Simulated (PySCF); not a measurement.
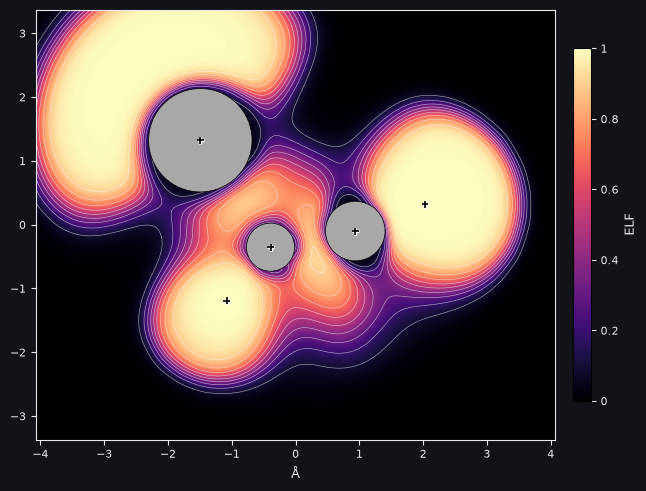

The ELF on a plane through atoms (crosses mark nuclei in the plane; grey discs cover the cores).

These are results of Gaussian-basis quantum chemistry of an isolated molecule with PySCF, energy and nuclear gradient, functional PBE0 in PySCF 2.14.0, not measurements.

Candidates:
A. BFH₄Si (SMILES FB[SiH3])
B. H₅NO₂Si (SMILES N[SiH](O)O)
C. CH₂AlB (SMILES B=[CH][Al])

**Which candidate gave the map?**

Candidate C: CH₂AlB on the molecular plane, which holds C, Al, B and H. C–B (1.35 Å): the ELF peaks at about 0.90 between the atoms, as expected for localised, covalent bonding. C–Al (2.01 Å): the ELF peaks at about 0.90 between the atoms: a shared but strongly polarised pair.
